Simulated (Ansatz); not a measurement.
## Electronic structure of CH₃GaO in real space

The calculation's input:

```
crystal:
  periodic: [false, false, false]
  atoms:
    - { symbol: C, position_ang: [0.0853, -0.0786, -0.4811] }
    - { symbol: O, position_ang: [-1.015, -0.2988, 0.3869] }
    - { symbol: Ga, position_ang: [0.5081, -0.3468, 1.0318] }
    - { symbol: H, position_ang: [-0.2978, 0.1792, -1.5079] }
    - { symbol: H, position_ang: [0.7144, -0.9198, -0.5536] }
    - { symbol: H, position_ang: [0.047, 1.4007, 1.0777] }
basis:
  gaussian: { orbitals: def2-SVP }
hamiltonian:
  xc: blyp
relax:
  f_tol: 0.02
  max_steps: 50
output:
  orbitals: {}
```

Run with:

```sh
ansatz run input.yaml --threads 1 --pin off --max-ram 2048MiB --backend cpu --events-out ev --progress --plain --runs-dir out
```

The fields are those of the relaxed geometry.

These are results of Ansatz, RKS BLYP/def2-SVP, not measurements.

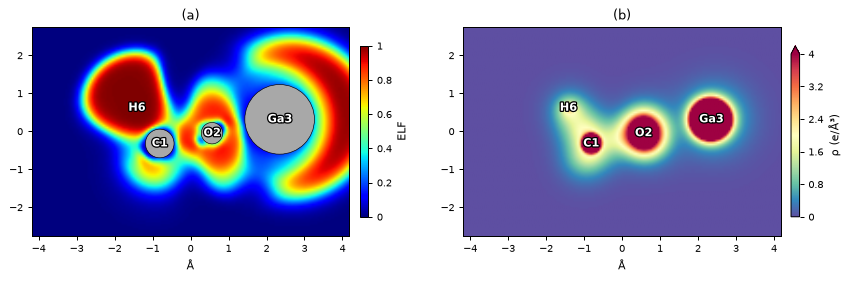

Figure 1. (a) ELF; (b) total electron density on the plane of atoms O2, C1 and H6. Grey discs cover the atomic cores in the ELF map.

### What do the fields say about this system?

- The section cuts through C, O, Ga and H sites.
- C–O (1.40 Å): the density is about 2 e/Å³ at the midpoint, with its minimum of 1.7 e/Å³ about 0.5 Å from C; the ELF peaks at about 0.90 between the atoms; a shared but strongly polarised pair.
- Ga–O (1.82 Å): ρ is about 0.72 e/Å³ halfway; the ELF peaks at about 0.80 in the valence shell of O, 0.5 Å from its nucleus, and is about 0.15 at the midpoint.
- C–H (1.12 Å): ρ at the midpoint is about 1.9 e/Å³; the ELF climbs to about 1 towards the hydrogen, as it does in any bond to H: a covalent bond by its length.
- The ELF also peaks beside O2, away from the bonds: lone-pair regions.

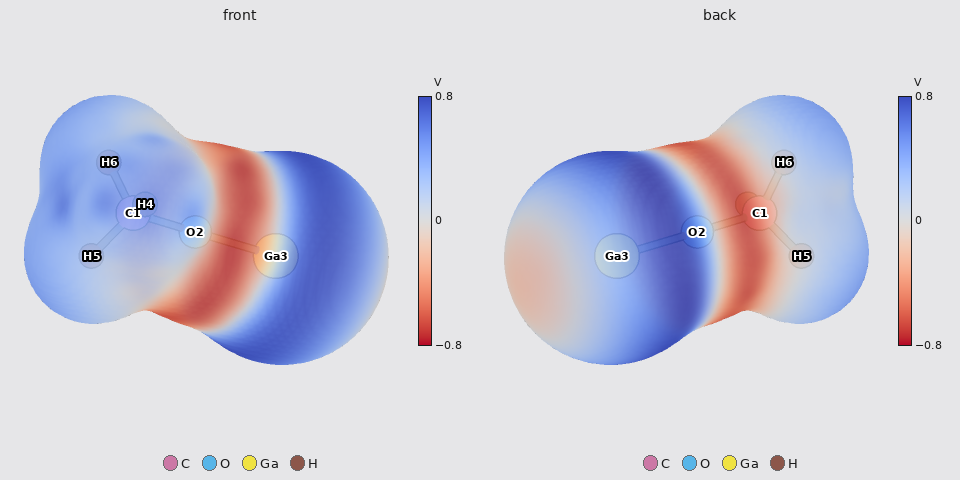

Figure 2. The molecular electrostatic potential painted on the density surface at 0.002 e/bohr³, seen from the front and from behind; the colour scale runs from red (negative) to blue (positive).

### Describe the electrostatic potential map.

The most negative region (about −0.6 V, or −14 kcal/mol for a unit charge) lies over O2, the most positive (about +0.8 V, or +18 kcal/mol for a unit charge) over Ga3.

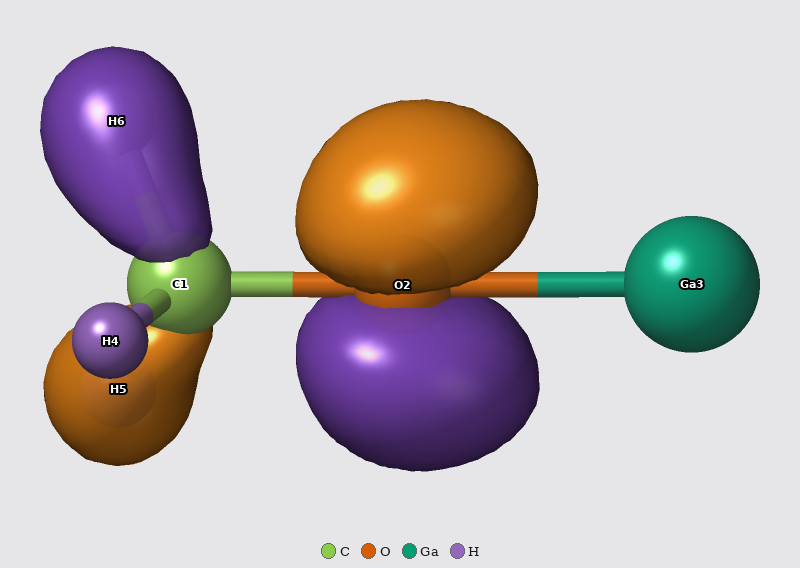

Figure 3. The HOMO at ±0.2 Å⁻³ᐟ² (orange and purple are the two phases), seen across its widest extent.

### What is the character of this orbital?

It lies mainly on O2 (about 60 %), C1 (about 10 %) and Ga3 (about 10 %). It is one of a degenerate set, so its orientation is arbitrary. Its energy is −5.94 eV.
